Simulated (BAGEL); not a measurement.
# GeH2ClO (SMILES [O][GeH2][Cl]): UHF/3-21G (density fitting with qzvpp-jkfit)

Aim: the vertical ionisation energy of GeH2ClO at UHF/3-21G (density fitting with qzvpp-jkfit), from 2 runs. 

The calculation is run with BAGEL 1.2.2.

3 further runs of the same task are left out: 3 set aside as unsound or not needed. Runs told in other sessions of the task aren't counted.

## Step 1: The system as given

The species is GeH2ClO (5 atoms), meant as a doublet with charge 0. SMILES: `[O][GeH2][Cl]`. Geometry: relaxed at PBE0-D4/def2-TZVP.

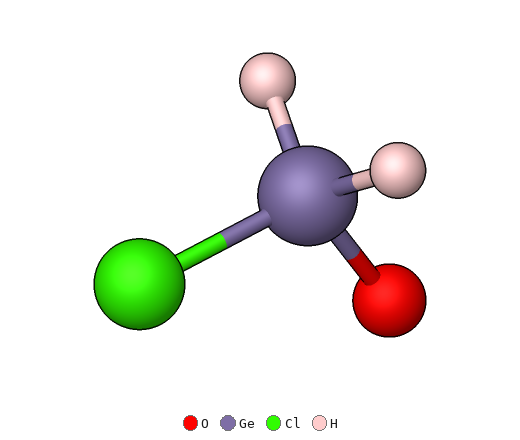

Viewed from a chosen angle; oxygen red, germanium purple, chlorine green, hydrogen pink.

## Step 2: A single-point energy at UHF/3-21G (density fitting with qzvpp-jkfit)

File input.json:

```json
{ "bagel": [

{
  "title": "molecule",
  "basis": "3-21g",
  "df_basis": "qzvpp-jkfit",
  "angstrom": true,
  "geometry": [
    { "atom": "O", "xyz": [   -0.272400,   -0.591800,    1.625500 ] },
    { "atom": "Ge", "xyz": [    0.123700,   -0.081200,   -0.034500 ] },
    { "atom": "Cl", "xyz": [   -1.347100,    1.290100,   -0.778900 ] },
    { "atom": "H", "xyz": [    0.081000,   -1.343800,   -0.899000 ] },
    { "atom": "H", "xyz": [    1.464600,    0.653000,    0.045400 ] }
  ]
},
{
  "title": "uhf",
  "nopen": 1
},
{
  "title": "print",
  "file": "orbitals.molden",
  "orbitals": true
}

]}
```

The run is started by

```bash
$ BAGEL_NUM_THREADS=1 BAGEL input.json > input.out
```

Log:

```text
* using 1 threads per process

  ===============================================================
  ===============================================================

  *** Geometry ***

  { "atom" : "O", "xyz" : [     -0.514761,     -1.118340,      3.071750 ] },
  { "atom" : "Ge", "xyz" : [      0.233759,     -0.153446,     -0.065196 ] },
  { "atom" : "Cl", "xyz" : [     -2.545650,      2.437936,     -1.471908 ] },
  { "atom" : "H", "xyz" : [      0.153068,     -2.539414,     -1.698864 ] },
  { "atom" : "H", "xyz" : [      2.767693,      1.233991,      0.085794 ] },

  Number of auxiliary basis functions:      507

  Since a DF basis is specified, we compute 2- and 3-index integrals:
    o Being stored without compression. Storage requirement is 0.009 GB

  Number of basis functions:       48
  Number of electrons      :       59

    * METHOD: MOLECULE                             0.16

  *** Open-shell HF ***

  === Nuclear Repulsion ===
   264.0476202487

      * DIIS with orbital gradients will be used.

  === UHF iteration (3-21g) ===
      0      -2597.77500163          0.06838635           0.08
      1      -2597.61049178          0.09744056           0.07
      2      -2597.47460224          0.10890948           0.07
      3      -2598.22345306          0.01131116           0.07
      4      -2598.25732108          0.00524734           0.07
      5      -2598.26507580          0.00161336           0.07
      6      -2598.26567810          0.00050072           0.07
      7      -2598.26589163          0.00012383           0.07
      8      -2598.26596380          0.00004220           0.07
      9      -2598.26601014          0.00001569           0.07
     10      -2598.26601973          0.00000486           0.07
     11      -2598.26602061          0.00000086           0.07
     12      -2598.26602061          0.00000039           0.07
     13      -2598.26602061          0.00000016           0.07
     14      -2598.26602061          0.00000007           0.07
     15      -2598.26602061          0.00000004           0.07
     16      -2598.26602061          0.00000003           0.07
     17      -2598.26602061          0.00000002           0.07
     18      -2598.26602061          0.00000002           0.07
     19      -2598.26602061          0.00000001           0.07
     20      -2598.26602061          0.00000001           0.07
     21      -2598.26602061          0.00000001           0.07
     22      -2598.26602061          0.00000001           0.07
     23      -2598.26602061          0.00000001           0.07
     24      -2598.26602061          0.00000001           0.07
    * SCF iteration converged.

    * S^2 (UHF) is 0.7559

    * Permanent dipole moment:
           (   -1.035353,     0.541708,     0.371855) a.u.

    * METHOD: UHF                                  1.96

    * METHOD: PRINT                                0.00

  ===============================================================
```

Run time: 2.3 s. Hardware: 1 thread of Arm Neoverse V2, shared host.

## Step 3: The singlet cation at the same level

File job.json:

```json
{ "bagel": [

{
  "title": "molecule",
  "basis": "3-21g",
  "df_basis": "qzvpp-jkfit",
  "angstrom": true,
  "geometry": [
    { "atom": "O", "xyz": [      -0.272400,      -0.591800,       1.625500 ] },
    { "atom": "Ge", "xyz": [       0.123700,      -0.081200,      -0.034500 ] },
    { "atom": "Cl", "xyz": [      -1.347100,       1.290100,      -0.778900 ] },
    { "atom": "H", "xyz": [       0.081000,      -1.343800,      -0.899000 ] },
    { "atom": "H", "xyz": [       1.464600,       0.653000,       0.045400 ] }
  ]
},

{ "title": "hf", "charge": 1 },

{ "title": "print", "file": "orbitals.molden", "orbitals": true }

]}
```

The run is started by

```bash
$ BAGEL_NUM_THREADS=1 BAGEL job.json > job.out
```

Log:

```text
* using 1 threads per process

  ===============================================================
  ===============================================================

  *** Geometry ***

  { "atom" : "O", "xyz" : [     -0.514761,     -1.118340,      3.071750 ] },
  { "atom" : "Ge", "xyz" : [      0.233759,     -0.153446,     -0.065196 ] },
  { "atom" : "Cl", "xyz" : [     -2.545650,      2.437936,     -1.471908 ] },
  { "atom" : "H", "xyz" : [      0.153068,     -2.539414,     -1.698864 ] },
  { "atom" : "H", "xyz" : [      2.767693,      1.233991,      0.085794 ] },

  Number of auxiliary basis functions:      507

  Since a DF basis is specified, we compute 2- and 3-index integrals:
    o Being stored without compression. Storage requirement is 0.009 GB

  Number of basis functions:       48
  Number of electrons      :       59

    * METHOD: MOLECULE                             0.16

  *** RHF ***

  === Nuclear Repulsion ===
   264.0476202487

      * DIIS with orbital gradients will be used.

  === RHF iteration (3-21g) ===
      0      -2597.23757442          0.04142954           0.04
      1      -2596.81862507          0.06222569           0.04
      2      -2597.70795059          0.00693304           0.04
      3      -2597.74021978          0.00656786           0.04
      4      -2597.75573771          0.00370473           0.04
      5      -2597.76678647          0.00091186           0.04
      6      -2597.76714429          0.00048567           0.04
      7      -2597.76729898          0.00006323           0.04
      8      -2597.76730240          0.00005401           0.04
      9      -2597.76730484          0.00000615           0.04
     10      -2597.76730489          0.00000137           0.04
     11      -2597.76730489          0.00000066           0.04
     12      -2597.76730489          0.00000012           0.04
     13      -2597.76730489          0.00000004           0.04
     14      -2597.76730489          0.00000003           0.04
     15      -2597.76730489          0.00000003           0.04
     16      -2597.76730489          0.00000002           0.04
     17      -2597.76730489          0.00000002           0.04
     18      -2597.76730489          0.00000002           0.04
     19      -2597.76730489          0.00000002           0.04
     20      -2597.76730489          0.00000002           0.04
     21      -2597.76730489          0.00000002           0.04
     22      -2597.76730489          0.00000001           0.04
     23      -2597.76730489          0.00000001           0.04
    * SCF iteration converged.

    * Permanent dipole moment:
           (   -1.410992,     1.449974,    -0.998430) a.u.

    * METHOD: HF                                   0.99

    * METHOD: PRINT                                0.00

  ===============================================================
```

Run time: 1.3 s. Hardware: 1 thread of Arm Neoverse V2, shared host.

## Step 4: Summary of results

At UHF/3-21G (density fitting with qzvpp-jkfit):

| quantity | value |
| --- | --- |
| doublet GeH2ClO: total energy | -2598.26602 Eh |
| doublet GeH2ClO: dipole moment | 3.12 D |
| doublet GeH2ClO: ⟨S²⟩ | 0.756 |
| singlet cation: total energy | -2597.76730 Eh |
| singlet cation: HOMO energy | -17.84 eV |
| singlet cation: LUMO energy | -10.73 eV |
| singlet cation: HOMO–LUMO gap | 7.11 eV |
| vertical ionisation energy (to the singlet cation) | 13.571 eV |

What this shows: Removing an electron at fixed nuclei costs 13.57 eV (313 kcal/mol). Only the singlet of the ionised species was computed; a triplet could lie lower.
